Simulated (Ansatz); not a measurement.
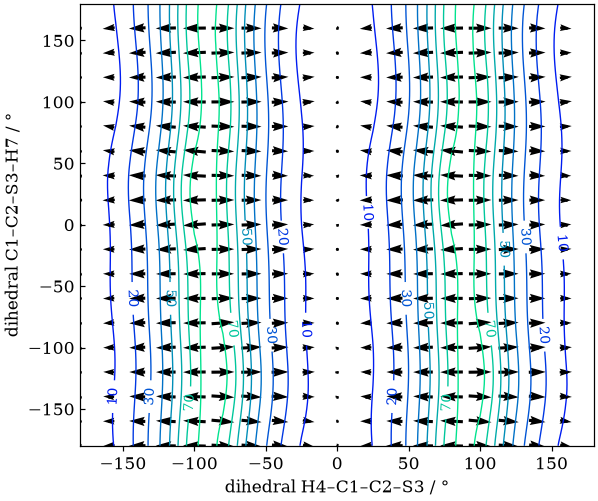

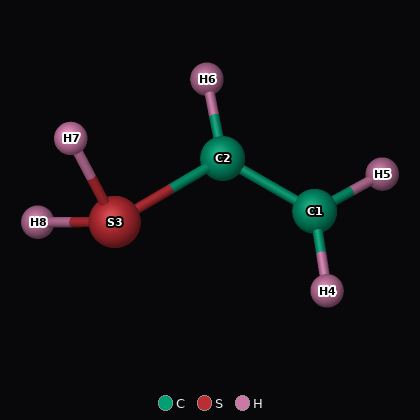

Energy landscape of C₂H₅S, SMILES C=C[SH2+], charge +1. Coordinates scanned: (1) dihedral H4–C1–C2–S3; (2) dihedral C1–C2–S3–H7. Nothing is relaxed (all other coordinates rigid). Grid: 18 × 18 points. Energies: kcal/mol, counted from the relaxed molecule at the same level. The dihedral twists a double bond; near 90° a spin-restricted reference is unreliable. Method: RKS PBE0-D4/def2-SVP in Ansatz 0.2.0.

Drawn: contour lines labelled in kcal/mol, dots at the grid points, arrows along the force (downhill), their lengths compressed. Between grid points the surface is interpolated. The second picture is the structure at the lowest point.

> Where are the wells?

The lowest grid point is at dihedral H4–C1–C2–S3 = 0°, dihedral C1–C2–S3–H7 = 140°, 0.09 kcal/mol from the relaxed molecule at the same level. There are further wells near dihedral H4–C1–C2–S3 = −180°, dihedral C1–C2–S3–H7 = 140° (0.48 kcal/mol above the lowest at that grid point); dihedral H4–C1–C2–S3 = −180°, dihedral C1–C2–S3–H7 = −100° (4.1 kcal/mol above the lowest at that grid point); dihedral H4–C1–C2–S3 = −180°, dihedral C1–C2–S3–H7 = 0° (4.1 kcal/mol above the lowest at that grid point). The highest grid point, dihedral H4–C1–C2–S3 = 100°, dihedral C1–C2–S3–H7 = −120°, lies 84 kcal/mol above the lowest. On the interpolated surface the easiest way out of the lowest well to its copy in the next cell or period passes a barrier of about 4.4 kcal/mol. Round the minimum the valley is somewhat tilted: raising dihedral H4–C1–C2–S3 shifts the best value of dihedral C1–C2–S3–H7 downwards (coupling k₁₂/√(k₁₁k₂₂) about 0.2).

Grid values (kcal/mol):

```csv
"dihedral C1–C2–S3–H7 ↓, dihedral H4–C1–C2–S3 →",−160,−120,−80,−40,0,40,80,120,160
140,6,44,75,19,0,20,77,43,5
100,6,43,78,21,1,19,74,46,7
60,9,47,76,22,4,23,80,45,9
20,10,50,74,20,4,25,84,43,8
−20,9,46,76,22,4,23,78,45,9
−60,9,45,77,23,4,22,76,46,9
−100,8,43,82,24,4,21,75,49,10
−140,8,43,82,25,4,21,74,49,10
−180,8,46,76,20,2,22,78,44,7
```

The table holds every second grid line.

The whole map (324 points run) took 8.4 min on 1 thread of Arm Neoverse V2, with other jobs on the host.
